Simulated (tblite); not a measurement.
# C4H12Si3: the cost of one run

The runs use tblite 0.8.0 and PySCF 2.14.0, with density-fitted response routines of our own; the level of theory stands in each step. All values are computed, except where a source is named. Atoms count from 0, in the outputs and in this text.

## 1. The starting structure

19 atoms, charge 0, multiplicity 1; geometry from: force field or distance geometry start.

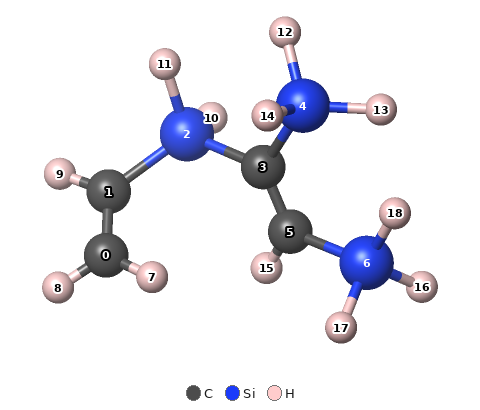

As it starts; carbon dark grey, silicon blue, hydrogen pink, atoms numbered; sticks join atoms by distance.

## 2. Optimising the geometry with GFN2-xTB

Job settings and geometry (Å):

```
{"job": {"kind": "relax", "xc": "GFN2-xTB", "basis": "xTB"}, "charge": 0, "multiplicity": 1}
C     -2.372700    -1.406100     1.000100
C     -2.724200    -0.357700     0.231800
Si    -1.530400     0.764200    -0.554100
C      0.224400     0.424200    -0.183000
Si     1.244800     1.833500     0.437500
C      0.792700    -0.756400    -0.302700
Si     2.555600    -1.062900     0.086800
H     -1.319900    -1.653000     1.206700
H     -3.121800    -2.044800     1.452200
H     -3.799800    -0.179200     0.095100
H     -1.691100     0.815800    -2.024800
H     -1.850500     2.142100    -0.084400
H      0.576300     3.064100    -0.076800
H      2.595500     1.840700    -0.124800
H      1.165600     1.872100     1.887300
H      0.197300    -1.587300    -0.642300
H      3.185500    -1.637400    -1.106200
H      2.560800    -2.128100     1.133100
H      3.302200     0.065600     0.591500
```

Command:

```console
$ OMP_NUM_THREADS=1 python probes_run.py task.json out
```

The driver reads the jobs from task.json and runs them one after another.

**Question.** How long does this first job take on 1 thread of Intel Xeon at 2.50GHz, shared host, and how much memory does it need?

About 7.3 s, with a peak of 0.18 GiB.
